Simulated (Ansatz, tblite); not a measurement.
# TiClF3: removing and adding an electron

What does removing or adding an electron cost or gain for TiClF3? Each charged state is run at several levels.

Method: as each input shows; program: Ansatz 0.2.0, Gaussian basis.

Levels to be run: charge +1 doublet, at the geometry of the singlet (PBE0-D4/def2-TZVP, PBE-D4/def2-TZVP, r2SCAN-D4/def2-TZVP); charge -1 doublet, at the geometry of the singlet (PBE0-D4/def2-TZVPD, PBE-D4/def2-TZVPD, r2SCAN-D4/def2-TZVPD); the starting singlet's energies come from earlier runs.

**1. The structure**

The singlet was relaxed beforehand with PBE-D4/def2-SVP.

5 atoms, charge 0, spin multiplicity 1.

Atoms are counted from 1 here; the program's logs count them from 0.

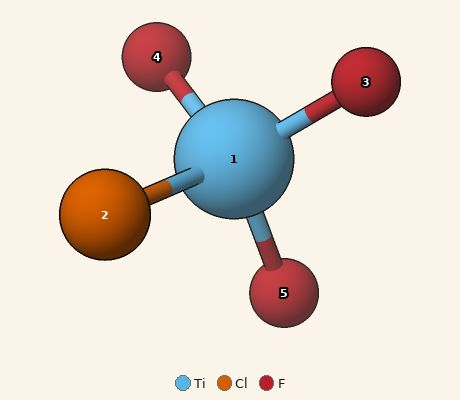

The structure; titanium blue, chlorine orange, fluorine red; atoms are numbered from 1 in the order of the file.

Formally the metal is d0. No spin-orbit coupling is included.

**2. Charge +1 doublet at the fixed geometry, first pass, PBE0-D4/def2-SVP**

in.yaml

```yaml
crystal:
  periodic: [false, false, false]
  atoms:
    - {symbol: Ti, position_ang: [-0.000399, 0.000640, -0.082424]}
    - {symbol: Cl, position_ang: [0.009845, -0.017451, 2.108180]}
    - {symbol: F, position_ang: [1.632158, 0.009667, -0.682928]}
    - {symbol: F, position_ang: [-0.824128, 1.419821, -0.659707]}
    - {symbol: F, position_ang: [-0.817476, -1.412676, -0.683120]}
basis:
  gaussian: {orbitals: def2-SVP}
total_charge: 1
magnetization: {spin_polarized: true, initial_magnetization: 1}
hamiltonian: {xc: pbe0, dispersion: d4}
output: {orbitals: {seedname: orbitals}}
```

The run is started by

```
ansatz run in.yaml --threads 4 --pin off --events-out ev --progress --plain --max-ram 3916MiB
```

The log of the run:

```text
Functional definition: PBE0
  name "PBE0"
  cite "Adamo & Barone, J. Chem. Phys. 110, 6158 (1999) doi:10.1063/1.478522"
  cite "Perdew, Burke & Ernzerhof, Phys. Rev. Lett. 77, 3865 (1996) doi:10.1103/PhysRevLett.77.3865"
  parent pbe
  parameter a = 0.25
  parameter kappa = 0.804
  parameter beta = 0.06672455060314922
  exchange = (1 - a)*pbe_x(kappa = kappa, mu = beta*pi^2/3) + a*exact_x
  correlation = pbe_c(beta = beta)
886 factors; integrals over basis functions are off by at most 1.1e-3 eV
mean field evaluation 1: about -43735.6856 eV, gradient 6.8e1 eV
mean field evaluation 2: about -43264.4307 eV, gradient 3.5e2 eV
mean field evaluation 4: about -43742.3087 eV, gradient 4.7e1 eV
mean field evaluation 8: about -43752.6947 eV, gradient 2.3e-1 eV
mean field evaluation 16: about -43752.7782 eV, gradient 8.3e-3 eV
mean field evaluation 32: about -43752.7782 eV, gradient 4.2e-5 eV
mean field evaluation 64: about -43752.7783 eV, gradient 3.9e-5 eV
mean field evaluation 96: about -43752.0240 eV, gradient 4.8e0 eV
mean field -43752.77827186 eV, -1607.8849447926 hartree, gradient 1.4e-6 eV, S^2 0.754163; 8 other end points of the search recorded, 0 dependent functions left out
reference -43752.77836090 eV, -1607.8849480647 hartree; 33, 32 occupied and 58, 59 virtual orbitals, 886 factors
Total energy: -43752.86494303 eV, -1607.8881298994 hartree
```

Run time: 41 s. Hardware: 4 threads of Arm Neoverse V2, shared host.

Report: HOMO -18.03 eV, LUMO -15.31 eV (over both spins); ⟨S²⟩ 0.754 (pure: 0.75).

**3. Charge +1 doublet at the fixed geometry, PBE0-D4/def2-TZVP**

start.molden holds the orbitals of an earlier run on this state, given as this run's starting guess.

in.yaml, as its differences from that of step 2:

```diff
@@ -9,3 +9,3 @@
 basis:
-  gaussian: {orbitals: def2-SVP}
+  gaussian: {orbitals: def2-TZVP, initial_orbitals: start.molden}
 total_charge: 1
@@ -13,2 +13,3 @@
 hamiltonian: {xc: pbe0, dispersion: d4}
+scf: {omitted_lower_state_checks: [starts]}
 output: {orbitals: {seedname: orbitals}}
```

The command is unchanged.

The log of the run:

```text
Functional definition: PBE0
  name "PBE0"
  cite "Adamo & Barone, J. Chem. Phys. 110, 6158 (1999) doi:10.1063/1.478522"
  cite "Perdew, Burke & Ernzerhof, Phys. Rev. Lett. 77, 3865 (1996) doi:10.1103/PhysRevLett.77.3865"
  parent pbe
  parameter a = 0.25
  parameter kappa = 0.804
  parameter beta = 0.06672455060314922
  exchange = (1 - a)*pbe_x(kappa = kappa, mu = beta*pi^2/3) + a*exact_x
  correlation = pbe_c(beta = beta)
these checks for a lower state are left out or cut short: starts
1202 factors; their error is unknown
mean field evaluation 1: about -43765.0506 eV, gradient 1.6e2 eV
mean field evaluation 2: about -43770.0504 eV, gradient 5.5e0 eV
mean field evaluation 4: about -43770.3924 eV, gradient 1.9e-1 eV
mean field evaluation 8: about -43770.3929 eV, gradient 7.2e-3 eV
mean field evaluation 16: about -43770.3927 eV, gradient 3.6e-5 eV
mean field -43770.39268702 eV, -1608.5322626103 hartree, gradient 5.7e-6 eV, S^2 0.755329; 0 other end points of the search recorded, 0 dependent functions left out
reference -43770.39271988 eV, -1608.5322638177 hartree; 33, 32 occupied and 142, 143 virtual orbitals, 1202 factors
Total energy: -43770.47930201 eV, -1608.5354456524 hartree
Checks for a lower state left out: starts
```

It took 24 s on 4 threads of Arm Neoverse V2, shared host; peak memory 0.86 GiB.

HOMO -17.96 eV, LUMO -15.13 eV (over both spins); ⟨S²⟩ 0.755 (pure: 0.75).

**4. Charge +1 doublet at the fixed geometry, PBE-D4/def2-TZVP**

in.yaml, as its differences from that of step 3:

```diff
@@ -12,3 +12,3 @@
 magnetization: {spin_polarized: true, initial_magnetization: 1}
-hamiltonian: {xc: pbe0, dispersion: d4}
+hamiltonian: {xc: pbe, dispersion: d4}
 scf: {omitted_lower_state_checks: [starts]}
```

Same command.

The log of the run:

```text
Functional definition: PBE
  name "PBE"
  cite "Perdew, Burke & Ernzerhof, Phys. Rev. Lett. 77, 3865 (1996) doi:10.1103/PhysRevLett.77.3865"
  parent pbe
  parameter kappa = 0.804
  parameter beta = 0.06672455060314922
  exchange = pbe_x(kappa = kappa, mu = beta*pi^2/3)
  correlation = pbe_c(beta = beta)
these checks for a lower state are left out or cut short: starts
1137 factors; their error is unknown
mean field evaluation 1: about -43769.6960 eV, gradient 1.0e1 eV
mean field evaluation 2: about -43770.0250 eV, gradient 8.3e-1 eV
mean field evaluation 4: about -43770.0327 eV, gradient 1.6e-1 eV
mean field evaluation 8: about -43770.0347 eV, gradient 2.7e-1 eV
mean field evaluation 16: about -43770.0350 eV, gradient 5.1e-5 eV
mean field -43770.03503220 eV, -1608.5191190381 hartree, gradient 9.1e-6 eV, S^2 0.753911; 0 other end points of the search recorded, 0 dependent functions left out
reference -43770.03507815 eV, -1608.5191207265 hartree; 33, 32 occupied and 142, 143 virtual orbitals, 1137 factors
Total energy: -43770.13713305 eV, -1608.5228711751 hartree
Checks for a lower state left out: starts
```

It took 8 s on 4 threads of Arm Neoverse V2, shared host.

From the report: HOMO -16.06 eV, LUMO -15.91 eV (over both spins); ⟨S²⟩ 0.754 (pure: 0.75).

**5. Charge +1 doublet at the fixed geometry, r2SCAN-D4/def2-TZVP**

in.yaml, as its differences from that of step 4:

```diff
@@ -12,3 +12,3 @@
 magnetization: {spin_polarized: true, initial_magnetization: 1}
-hamiltonian: {xc: pbe, dispersion: d4}
+hamiltonian: {xc: r2scan, dispersion: d4}
 scf: {omitted_lower_state_checks: [starts]}
```

The command is unchanged.

The log of the run:

```text
Functional definition: r2SCAN
  name "r2SCAN"
  cite "Furness, Kaplan, Ning, Perdew & Sun, J. Phys. Chem. Lett. 11, 8208 (2020) doi:10.1021/acs.jpclett.0c02405"
  cite "Furness, Kaplan, Ning, Perdew & Sun, J. Phys. Chem. Lett. 11, 9248 (2020) doi:10.1021/acs.jpclett.0c03077"
  parent r2scan
  parameter k0 = 0.174
  parameter k1 = 0.065
  parameter a1 = 4.9479
  exchange = r2scan_x(k0 = k0, k1 = k1, a1 = a1)
  correlation = r2scan_c
these checks for a lower state are left out or cut short: starts
1137 factors; their error is unknown
mean field evaluation 1: about -43783.4339 eV, gradient 6.2e0 eV
mean field evaluation 2: about -43783.5493 eV, gradient 2.7e-1 eV
mean field evaluation 4: about -43783.5457 eV, gradient 1.4e-1 eV
mean field evaluation 8: about -43783.5458 eV, gradient 8.7e-2 eV
mean field evaluation 16: about -43783.5462 eV, gradient 1.3e-3 eV
mean field -43783.54622356 eV, -1609.0156461624 hartree, gradient 6.7e-6 eV, S^2 0.757063; 0 other end points of the search recorded, 0 dependent functions left out
reference -43783.54623832 eV, -1609.0156467049 hartree; 33, 32 occupied and 142, 143 virtual orbitals, 1137 factors
Total energy: -43783.56934445 eV, -1609.0164958392 hartree
Checks for a lower state left out: starts
```

It took 29 s on 4 threads of Arm Neoverse V2, shared host.

Report: HOMO -16.55 eV, LUMO -15.85 eV (over both spins); ⟨S²⟩ 0.757 (pure: 0.75).

**6. Vertical ionisation energy**

Charged state less starting state, singlet to doublet; the starting state's energies are those of its earlier runs.

```
              level  vertical ionisation energy (eV)   time
   PBE-D4/def2-TZVP                           +12.41  9.5 s
r2SCAN-D4/def2-TZVP                           +12.61   33 s
  PBE0-D4/def2-TZVP                           +12.70   26 s
```

Times add the two runs; a level without a time comes out of a correlated run.

Beside −ε(HOMO) of the starting state:

```
              level  −ε(HOMO) (eV)  by difference (eV)  mismatch (eV)
   PBE-D4/def2-TZVP           8.72               12.41          -3.68
r2SCAN-D4/def2-TZVP           9.13               12.61          -3.47
  PBE0-D4/def2-TZVP          10.22               12.70          -2.48
```

**7. Charge -1 doublet at the fixed geometry, first pass, PBE0-D4/def2-SVP**

in.yaml, as its differences from that of step 5:

```diff
@@ -9,7 +9,6 @@
 basis:
-  gaussian: {orbitals: def2-TZVP, initial_orbitals: start.molden}
-total_charge: 1
+  gaussian: {orbitals: def2-SVP}
+total_charge: -1
 magnetization: {spin_polarized: true, initial_magnetization: 1}
-hamiltonian: {xc: r2scan, dispersion: d4}
-scf: {omitted_lower_state_checks: [starts]}
+hamiltonian: {xc: pbe0, dispersion: d4}
 output: {orbitals: {seedname: orbitals}}
```

Same command.

The log of the run:

```text
Functional definition: PBE0
  name "PBE0"
  cite "Adamo & Barone, J. Chem. Phys. 110, 6158 (1999) doi:10.1063/1.478522"
  cite "Perdew, Burke & Ernzerhof, Phys. Rev. Lett. 77, 3865 (1996) doi:10.1103/PhysRevLett.77.3865"
  parent pbe
  parameter a = 0.25
  parameter kappa = 0.804
  parameter beta = 0.06672455060314922
  exchange = (1 - a)*pbe_x(kappa = kappa, mu = beta*pi^2/3) + a*exact_x
  correlation = pbe_c(beta = beta)
886 factors; integrals over basis functions are off by at most 1.1e-3 eV
mean field evaluation 1: about -43760.5215 eV, gradient 2.7e1 eV
mean field evaluation 2: about -43629.5811 eV, gradient 2.1e2 eV
mean field evaluation 4: about -43764.6796 eV, gradient 1.9e1 eV
mean field evaluation 8: about -43766.5515 eV, gradient 7.6e-1 eV
mean field evaluation 16: about -43766.5542 eV, gradient 3.2e-2 eV
mean field evaluation 32: about -43766.5565 eV, gradient 6.0e-6 eV
mean field evaluation 64: about -43766.1447 eV, gradient 3.6e0 eV
mean field -43766.55671158 eV, -1608.3912931129 hartree, gradient 2.1e-6 eV, S^2 0.751571; 12 other end points of the search recorded, 0 dependent functions left out
reference -43766.55678049 eV, -1608.3912956452 hartree; 34, 33 occupied and 57, 58 virtual orbitals, 886 factors
Total energy: -43766.66445582 eV, -1608.3952526409 hartree
```

It took 18 s on 4 threads of Arm Neoverse V2, shared host.

Report: HOMO 1.62 eV, LUMO 4.32 eV (over both spins); ⟨S²⟩ 0.752 (pure: 0.75). Doubts: highest occupied level lies above zero.

**8. Charge -1 doublet at the fixed geometry, PBE0-D4/def2-TZVPD**

in.yaml, as its differences from that of step 7:

```diff
@@ -9,3 +9,3 @@
 basis:
-  gaussian: {orbitals: def2-SVP}
+  gaussian: {orbitals: def2-TZVPD, initial_orbitals: start.molden}
 total_charge: -1
@@ -13,2 +13,3 @@
 hamiltonian: {xc: pbe0, dispersion: d4}
+scf: {omitted_lower_state_checks: [starts]}
 output: {orbitals: {seedname: orbitals}}
```

Same command.

The log of the run:

```text
Functional definition: PBE0
  name "PBE0"
  cite "Adamo & Barone, J. Chem. Phys. 110, 6158 (1999) doi:10.1063/1.478522"
  cite "Perdew, Burke & Ernzerhof, Phys. Rev. Lett. 77, 3865 (1996) doi:10.1103/PhysRevLett.77.3865"
  parent pbe
  parameter a = 0.25
  parameter kappa = 0.804
  parameter beta = 0.06672455060314922
  exchange = (1 - a)*pbe_x(kappa = kappa, mu = beta*pi^2/3) + a*exact_x
  correlation = pbe_c(beta = beta)
these checks for a lower state are left out or cut short: starts
1389 factors; their error is unknown
mean field evaluation 1: about -43778.5460 eV, gradient 1.6e2 eV
mean field evaluation 2: about -43783.8245 eV, gradient 6.7e0 eV
mean field evaluation 4: about -43784.3629 eV, gradient 6.1e-3 eV
mean field evaluation 8: about -43784.5293 eV, gradient 1.5e-5 eV
mean field -43784.52930918 eV, -1609.0517738925 hartree, gradient 3.5e-6 eV, S^2 0.751710; 0 other end points of the search recorded, 0 dependent functions left out
reference -43784.52935408 eV, -1609.0517755425 hartree; 34, 33 occupied and 180, 181 virtual orbitals, 1389 factors
Total energy: -43784.63702942 eV, -1609.0557325382 hartree
Checks for a lower state left out: starts
```

Run time: 16 s. Hardware: 4 threads of Arm Neoverse V2, shared host; peak memory 1.2 GiB.

HOMO 0.92 eV, LUMO 3.62 eV (over both spins); ⟨S²⟩ 0.752 (pure: 0.75). Doubts: highest occupied level lies above zero.

**9. Charge -1 doublet at the fixed geometry, PBE-D4/def2-TZVPD**

in.yaml, as its differences from that of step 8:

```diff
@@ -12,3 +12,3 @@
 magnetization: {spin_polarized: true, initial_magnetization: 1}
-hamiltonian: {xc: pbe0, dispersion: d4}
+hamiltonian: {xc: pbe, dispersion: d4}
 scf: {omitted_lower_state_checks: [starts]}
```

Launched as before.

The log of the run:

```text
Functional definition: PBE
  name "PBE"
  cite "Perdew, Burke & Ernzerhof, Phys. Rev. Lett. 77, 3865 (1996) doi:10.1103/PhysRevLett.77.3865"
  parent pbe
  parameter kappa = 0.804
  parameter beta = 0.06672455060314922
  exchange = pbe_x(kappa = kappa, mu = beta*pi^2/3)
  correlation = pbe_c(beta = beta)
these checks for a lower state are left out or cut short: starts
1297 factors; their error is unknown
mean field evaluation 1: about -43782.9316 eV, gradient 9.9e0 eV
mean field evaluation 2: about -43783.1771 eV, gradient 3.1e-1 eV
mean field evaluation 4: about -43783.1710 eV, gradient 9.6e-2 eV
mean field evaluation 8: about -43783.1709 eV, gradient 2.8e-2 eV
mean field evaluation 16: about -43783.1714 eV, gradient 4.1e-3 eV
mean field -43783.17144204 eV, -1609.0018731953 hartree, gradient 2.6e-6 eV, S^2 0.751548; 0 other end points of the search recorded, 0 dependent functions left out
reference -43783.17149815 eV, -1609.0018752574 hartree; 34, 33 occupied and 180, 181 virtual orbitals, 1297 factors
Total energy: -43783.29826689 eV, -1609.0065339229 hartree
Checks for a lower state left out: starts
```

Wall time 16 s (4 threads of Arm Neoverse V2, shared host); peak memory 0.63 GiB.

Report: HOMO 2.99 eV, LUMO 3.09 eV (over both spins); ⟨S²⟩ 0.752 (pure: 0.75). Doubts: highest occupied level lies above zero.

**10. Charge -1 doublet at the fixed geometry, r2SCAN-D4/def2-TZVPD**

in.yaml, as its differences from that of step 9:

```diff
@@ -12,3 +12,3 @@
 magnetization: {spin_polarized: true, initial_magnetization: 1}
-hamiltonian: {xc: pbe, dispersion: d4}
+hamiltonian: {xc: r2scan, dispersion: d4}
 scf: {omitted_lower_state_checks: [starts]}
```

Same command.

The log of the run:

```text
Functional definition: r2SCAN
  name "r2SCAN"
  cite "Furness, Kaplan, Ning, Perdew & Sun, J. Phys. Chem. Lett. 11, 8208 (2020) doi:10.1021/acs.jpclett.0c02405"
  cite "Furness, Kaplan, Ning, Perdew & Sun, J. Phys. Chem. Lett. 11, 9248 (2020) doi:10.1021/acs.jpclett.0c03077"
  parent r2scan
  parameter k0 = 0.174
  parameter k1 = 0.065
  parameter a1 = 4.9479
  exchange = r2scan_x(k0 = k0, k1 = k1, a1 = a1)
  correlation = r2scan_c
these checks for a lower state are left out or cut short: starts
1297 factors; their error is unknown
mean field evaluation 1: about -43797.0533 eV, gradient 6.0e0 eV
mean field evaluation 2: about -43797.1269 eV, gradient 1.1e-1 eV
mean field evaluation 4: about -43797.1141 eV, gradient 2.2e-3 eV
mean field evaluation 8: about -43797.1141 eV, gradient 2.9e-5 eV
mean field -43797.11409461 eV, -1609.5142562269 hartree, gradient 8.9e-6 eV, S^2 0.752256; 0 other end points of the search recorded, 0 dependent functions left out
reference -43797.11413101 eV, -1609.5142575644 hartree; 34, 33 occupied and 180, 181 virtual orbitals, 1297 factors
Total energy: -43797.14328310 eV, -1609.5153288841 hartree
Checks for a lower state left out: starts
```

Run time: 21 s. Hardware: 4 threads of Arm Neoverse V2, shared host; peak memory 0.71 GiB.

Report: HOMO 2.71 eV, LUMO 3.36 eV (over both spins); ⟨S²⟩ 0.752 (pure: 0.75). Doubts: highest occupied level lies above zero.

**11. Vertical electron affinity**

Starting state less charged state (positive: the electron is bound), singlet to doublet; the starting state's energies are those of its earlier runs.

```
               level  vertical electron affinity (eV)  time
   PBE-D4/def2-TZVPD                            +0.65  18 s
r2SCAN-D4/def2-TZVPD                            +0.86  25 s
  PBE0-D4/def2-TZVPD                            +1.35  19 s
```

Times add the two runs; a level without a time comes out of a correlated run.

Beside −ε(LUMO) of the starting state:

```
               level  −ε(LUMO) (eV)  by difference (eV)  mismatch (eV)
   PBE-D4/def2-TZVPD           4.31                0.65          +3.66
r2SCAN-D4/def2-TZVPD           4.30                0.86          +3.44
  PBE0-D4/def2-TZVPD           3.44                1.35          +2.09
```

**12. Outcome**

| quantity | value |
| --- | --- |
| vertical ionisation energy, functionals in def2-TZVP | 12.41 (PBE-D4) to 12.70 eV (PBE0-D4) |
| vertical electron affinity, functionals in def2-TZVPD | 0.65 (PBE-D4) to 1.35 eV (PBE0-D4) |

What this shows: The vertical ionisation energy spans 12.41 to 12.70 eV over the functionals. −ε(HOMO) misses the level's own difference by -2.48 eV at best (PBE0-D4) and -3.68 eV at worst (PBE-D4). The vertical electron affinity spans 0.65 to 1.35 eV over the functionals. The anion's highest level lies above zero where self-interaction lifts it, so diffuse functions weigh on these values. −ε(LUMO) misses the level's own difference by +2.09 eV at best (PBE0-D4) and +3.66 eV at worst (PBE-D4). The charged states' spins were chosen beforehand and needn't be their lowest.

The anion's highest level is positive in at least one run, so there the basis alone may hold the extra electron.
